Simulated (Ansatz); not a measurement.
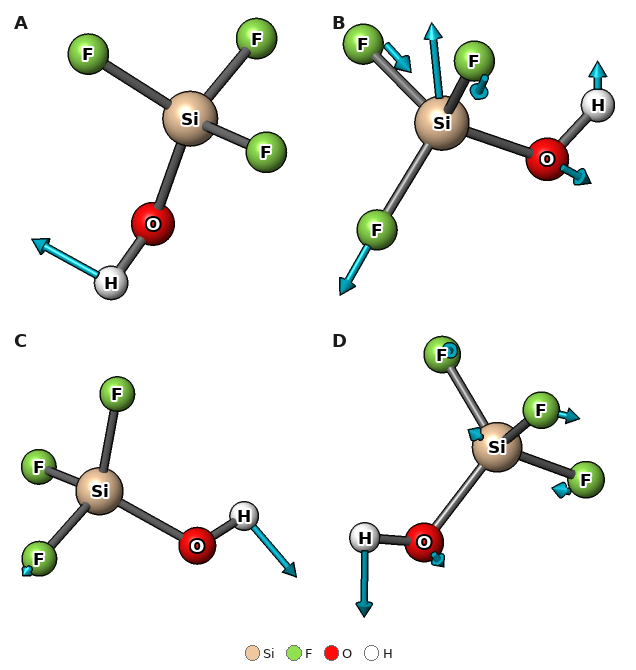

4 normal modes of one molecule or complex, as arrows. Harmonic vibrations computed with RKS PBE0-D4/def2-TZVP (Ansatz 0.2.0) at a stationary point of the same level.

Match the panels to the wavenumbers 138 cm⁻¹, 367 cm⁻¹, 804 cm⁻¹, 1021 cm⁻¹.

A: 138 cm⁻¹, a torsion or out-of-plane motion in which bond lengths and bond angles hardly change
B: 1021 cm⁻¹, out-of-phase stretching of 3 F–Si bonds
C: 804 cm⁻¹
D: 367 cm⁻¹, angle bending
